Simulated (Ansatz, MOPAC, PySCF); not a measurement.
Torsion H4–O1–Te2–F3 in FHOTe (SMILES O[Te]F); at each angle all else is relaxed with GFN2-xTB, and the levels are single points there.
Geometry at 270° (charge 0, multiplicity 1):
```xyz
4

O     -1.031     0.196     0.370
Te     0.608     1.008    -0.271
F      1.752    -0.136     0.882
H     -1.291    -0.564    -0.156
```
Energies count from the point at 270°.

Frozen-core correlation. Filled d and f shells under p-block atoms count as core. CBS(a, b) extrapolates the correlation energy as X⁻³ and adds the Hartree–Fock energy of set b. The state reached by AM1 isn't checked.

Run with Ansatz (a first-principles code) with Gaussian orbitals; MOPAC for AM1 (differences of heats of formation); PySCF for the dispersion terms. Each number belongs to the level named beside it. In def2 rows elements past Kr take small-core potentials, without spin–orbit coupling.

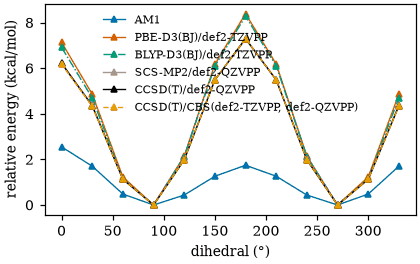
Fig. 1. Relative energy along the coordinate

### Question
Read off the AM1 curve at dihedral = 240.

### Answer
about 0.44 kcal/mol
